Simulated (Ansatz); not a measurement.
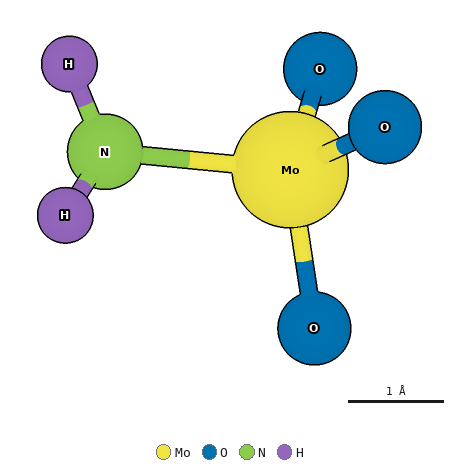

The structure as given in the input (ball-and-stick view, seen at a tilt). Sticks mark near contacts. Bond lengths as drawn: H–N 1.02 Å, Mo–N 2.01 Å and Mo–O 1.74 Å.

# Run report: MoNH₂O₃ (charge −1), single-point calculation

System: MoNH₂O₃, charge −1.
Method: RKS PBE0-D4/def2-TZVPD (Ansatz 0.2.0).

The geometry comes from this level: r2SCAN-D4/def2-SVPD. Figures and captions count atoms from 1; the log counts them from 0 in places.

What the program printed
```
Functional definition: PBE0
  name "PBE0"
  cite "Adamo & Barone, J. Chem. Phys. 110, 6158 (1999) doi:10.1063/1.478522"
  cite "Perdew, Burke & Ernzerhof, Phys. Rev. Lett. 77, 3865 (1996) doi:10.1103/PhysRevLett.77.3865"
  parent pbe
  parameter a = 0.25
  parameter kappa = 0.804
  parameter beta = 0.06672455060314922
  exchange = (1 - a)*pbe_x(kappa = kappa, mu = beta*pi^2/3) + a*exact_x
  correlation = pbe_c(beta = beta)
these checks for a lower state are left out or cut short: starts
1211 factors; their error is unknown
mean field evaluation 1: about -9516.1631 eV, gradient 1.7e2 eV
mean field evaluation 2: about -9520.4264 eV, gradient 5.6e0 eV
mean field evaluation 4: about -9520.6178 eV, gradient 4.4e-4 eV
mean field evaluation 8: about -9520.7098 eV, gradient 1.2e-5 eV
mean field -9520.70984167 eV, -349.8796333123 hartree, gradient 1.2e-5 eV, S^2 0.000000; 0 other end points of the search recorded, 0 dependent functions left out
the calculation of the forces begins
reference -9520.70988540 eV, -349.8796349196 hartree; 24, 24 occupied and 191, 191 virtual orbitals, 1211 factors
Total energy: -9520.87734052 eV, -349.8857887815 hartree
Atom 0 at     0.366636     0.647384     0.221481 Å, force     0.295048     0.501702     0.288458 eV/Å
Atom 1 at     0.323391     0.584120     1.958791 Å, force     0.005466     0.001031    -0.769215 eV/Å
Atom 2 at     2.011022     0.595058    -0.335435 Å, force    -0.724441    -0.005255     0.222581 eV/Å
Atom 3 at    -0.482202     2.056661    -0.336012 Å, force     0.346886    -0.637092     0.220351 eV/Å
Atom 4 at    -0.557736    -0.951411    -0.573140 Å, force    -0.096022    -0.179752     0.030616 eV/Å
Atom 5 at    -0.104991    -1.859303    -0.510155 Å, force    -0.091935     0.255268     0.014885 eV/Å
Atom 6 at    -1.556120    -1.072509    -0.425530 Å, force     0.264998     0.064098    -0.007676 eV/Å
Dipole moment:    -0.348968    -0.623036    -0.130305 e Å
Checks for a lower state left out: starts
```

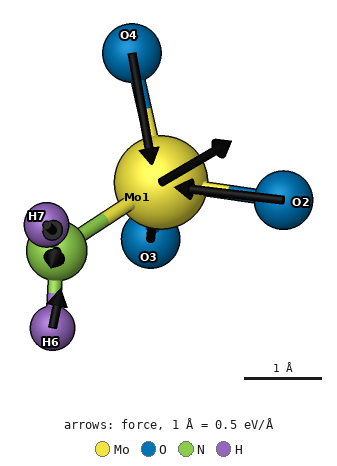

Forces on the atoms as black arrows (ball-and-stick view, seen at a tilt; atoms are numbered from 1 in the order of the input). The largest act on O2 (0.77 eV/Å); O3, O4 (0.76 eV/Å); Mo1 (0.65 eV/Å); H6, H7 (0.27 eV/Å). The geometry is not a stationary point of this energy.

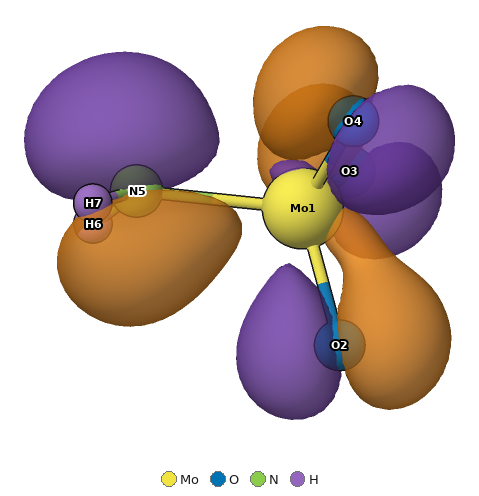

One frontier orbital at ±0.08 Å⁻³ᐟ² (orange and purple are the two phases), seen from the side. The HOMO, at −2.94 eV.

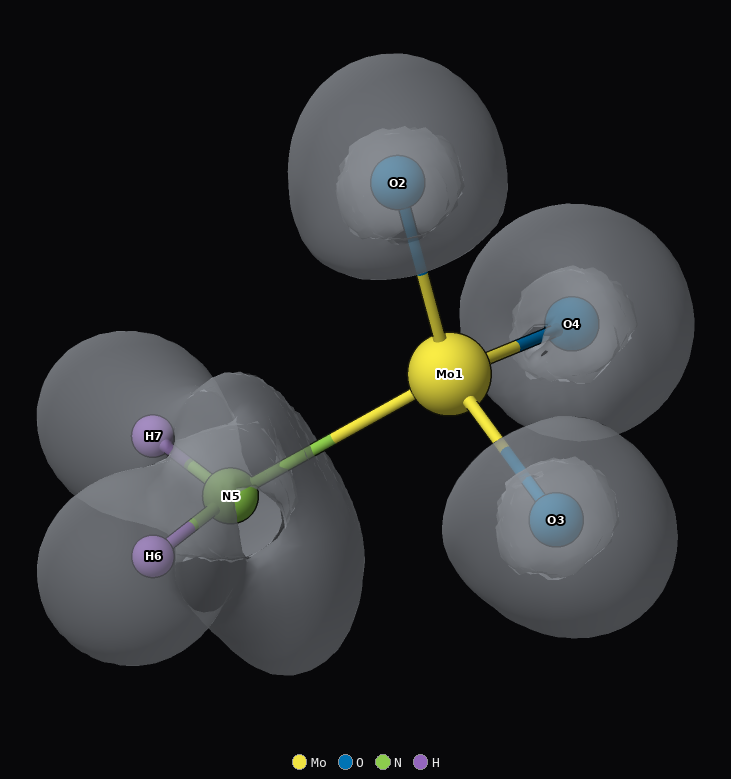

Isosurface of the electron localisation function at 0.75 (grey), seen at an oblique angle. Core shells and regions of very low density are left out. Along the contacts the grid gives the following. Mo–O (1.74 Å): the ELF peaks at about 0.80 in the valence shell of O, 0.5 Å from its nucleus, and drops to about 0.40 between the two atoms. Mo–N (2.01 Å): the ELF peaks at about 0.90 in the valence shell of N, 0.6 Å from its nucleus, and is about 0.30 at the midpoint.

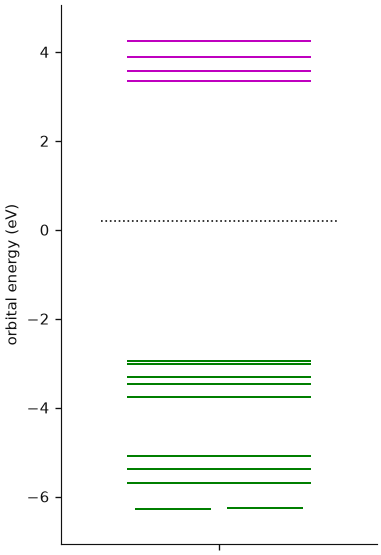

Orbital energies near the frontier; the dotted line parts filled from empty levels, and levels within 0.02 eV of each other stand side by side. Highest filled −2.94 eV, lowest empty 3.35 eV, 6.29 eV apart.

This output came from the following input.

The input
```yaml
crystal:
  periodic: [false, false, false]
  atoms:
    - {symbol: Mo, position_ang: [0.366636, 0.647384, 0.221481]}
    - {symbol: O, position_ang: [0.323391, 0.584120, 1.958791]}
    - {symbol: O, position_ang: [2.011022, 0.595058, -0.335435]}
    - {symbol: O, position_ang: [-0.482202, 2.056661, -0.336012]}
    - {symbol: N, position_ang: [-0.557736, -0.951411, -0.573140]}
    - {symbol: H, position_ang: [-0.104991, -1.859303, -0.510155]}
    - {symbol: H, position_ang: [-1.556120, -1.072509, -0.425530]}
basis:
  gaussian: {orbitals: def2-TZVPD, initial_orbitals: start.molden}
total_charge: -1
hamiltonian: {xc: pbe0, dispersion: d4}
scf: {omitted_lower_state_checks: [starts]}
output: {forces: true, orbitals: {seedname: orbitals}}
```

Command:
```bash
ansatz run in.yaml --threads 4 --pin off --events-out ev --progress --plain --max-ram 3916MiB
```

Results in brief

- outcome: converged
- total energy: −9520.8773 eV
- mean-field energy: −9520.7099 eV
- dispersion energy: −0.1675 eV
- SCF solution under orbital rotations: stable
- HOMO: −2.94 eV
- LUMO: 3.35 eV
- largest force (length of the vector): 0.769 eV/Å
- hardware: 4 threads of Arm Neoverse V2, 95 GiB of memory available, shared host
- wall time: 4.2 s (CPU time 16 s)
- peak memory: 0.53 GiB
